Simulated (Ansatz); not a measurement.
# CH3BBrFS: the cost of one run

Computed with Ansatz 0.2.0 through its Python package. Level of theory: Hartree-Fock/def2-SVP.

## (1) The system

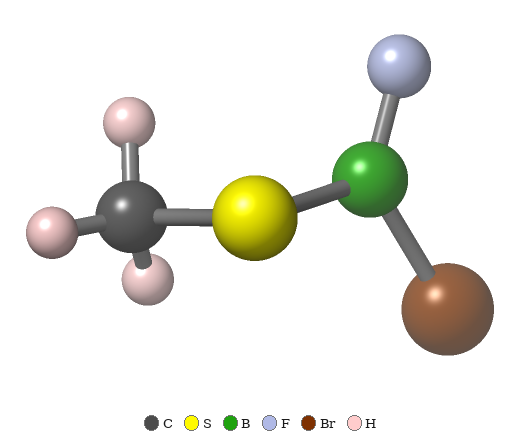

The starting structure, viewed from a chosen angle; carbon dark grey, sulfur yellow, boron green, fluorine light blue, bromine brown, hydrogen pink.

The script holds or builds the structure itself.

## (2) The script

Input file freq.py:

```python
import ansatz as az
from ase import Atoms
import numpy as np

config = {
    "basis_set": "def2-SVP",
    "functional": "hf",
}


def main() -> None:
    atoms = Atoms(["C", "S", "B", "F", "Br", "H", "H", "H"], positions=[
        (0.3415, -0.5551, 1.1021),
        (0.9225, 0.94, 0.1952),
        (-0.3516, 0.7918, -1.2267),
        (-1.5202, 1.4728, -1.1287),
        (0.1266, -0.3136, -2.8424),
        (-0.771, -0.3412, 1.3679),
        (0.9141, -0.6478, 2.0204),
        (0.4301, -1.404, 0.4563),
    ])
    molecule = az.Crystal.molecule_from_ase(atoms)

    base = molecule.calculation()
    base = base.basis(gaussian=config["basis_set"])
    base = base.functional(config["functional"])
    symbols = [site.symbol for site in molecule.cartesian_sites]
    start = np.array([site.position_ang for site in molecule.cartesian_sites], dtype=float)
    summary = base.relax(force_tolerance=0.003).run(threads=1).report
    end = np.array(summary["positions_ang"])

    print("bond        before    after (A)")
    for i, j in [(0, 1), (0, 5), (0, 6), (0, 7), (1, 2), (2, 3), (2, 4)]:
        d0, d1 = (np.linalg.norm(xyz[i] - xyz[j]) for xyz in (start, end))
        print(f"{symbols[i]}{i}-{symbols[j]}{j}".ljust(10), f"{d0:8.4f} {d1:8.4f}")

    minimum = az.Crystal.molecule()
    for symbol, xyz in zip(symbols, end):
        minimum = minimum.atom(symbol, xyz.tolist())
    vibrating = (
        minimum.calculation()
        .basis(gaussian=config["basis_set"])
        .functional(config["functional"])
        .phonons(temperatures=(200, 600, 100))
    )
    vib = vibrating.run(threads=1).report["vibrations"]
    sums = vib["harmonic_sums"]
    modes = [m["omega_inv_cm"] for m in sums["modes_at_gamma"] if m["rigid_motion"] == "no"]
    for number, w in enumerate(modes, start=1):
        print(f"mode {number:2d} {w:9.1f} 1/cm {w / 8065.544 * 1000:8.2f} meV")
    print("imaginary modes:", sum(w < 0 for w in modes), " zero-point energy:", round(sums["zero_point_energy_ev"], 4), "eV")
    print("T (K)   F_vib (eV)   S_vib (meV/K)   C_vib (meV/K)")
    for row in zip(sums["temperatures_k"], sums["vibrational_free_energy_ev"], vib["entropy_ev_per_k"], vib["heat_capacity_ev_per_k"]):
        print(f"{row[0]:6.1f} {row[1]:11.4f} {1000 * row[2]:13.4f} {1000 * row[3]:15.4f}")

    heavier = vibrating.phonons(masses={"H": 2.014102}).run(threads=1).report["vibrations"]["harmonic_sums"]
    print("deuterated (1/cm):", " ".join(f"{m['omega_inv_cm']:.0f}" for m in heavier["modes_at_gamma"] if m["rigid_motion"] == "no"))
    print("zero-point energy falls by", round(sums["zero_point_energy_ev"] - heavier["zero_point_energy_ev"], 4), "eV")


if __name__ == "__main__":
    main()
```

## (3) What the engine is handed

The package turns the script's settings into the engine's input (first run):

```yaml
crystal:
  periodic: [false, false, false]
  atoms:
    - { symbol: C, position_ang: [0.3415, -0.5551, 1.1021] }
    - { symbol: S, position_ang: [0.9225, 0.94, 0.1952] }
    - { symbol: B, position_ang: [-0.3516, 0.7918, -1.2267] }
    - { symbol: F, position_ang: [-1.5202, 1.4728, -1.1287] }
    - { symbol: Br, position_ang: [0.1266, -0.3136, -2.8424] }
    - { symbol: H, position_ang: [-0.771, -0.3412, 1.3679] }
    - { symbol: H, position_ang: [0.9141, -0.6478, 2.0204] }
    - { symbol: H, position_ang: [0.4301, -1.404, 0.4563] }
basis:
  gaussian:
    orbitals: def2-SVP
hamiltonian:
  xc: hf
relax:
  f_tol: 0.003
```

## (4) Running it

Run with:

```
$ python freq.py
```

Q: Estimate wall time and peak memory on 1 thread of Arm Neoverse V1, shared host.

About 5.4 min, with a peak of 0.32 GiB.
